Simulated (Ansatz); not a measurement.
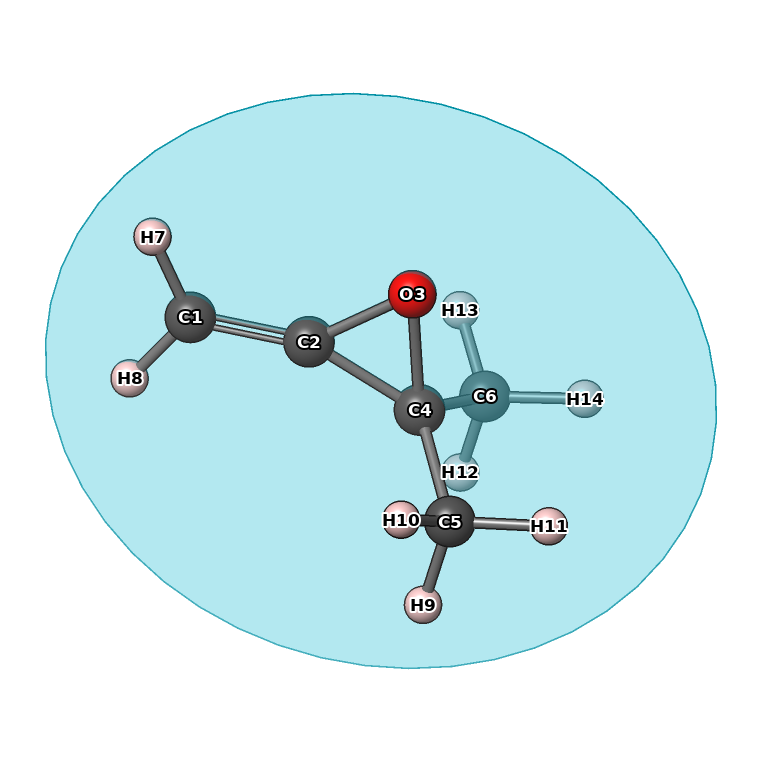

A disc through the centre of mass is drawn in. Depth is shown by fading: the farther an atom, the more it takes the colour of the background. The computed structure is the end point of a PBE0-D4/def2-TZVP optimisation. No frequency run is at hand to confirm it as a minimum.

Is the plane of the disc a mirror plane of the structure?

Answer. Yes. The reflection leaves C1, C2, O3, C4, H7, H8 in place and moves C5 ↔ C6; H9 ↔ H12; H10 ↔ H13; H11 ↔ H14. The point group is Cs.
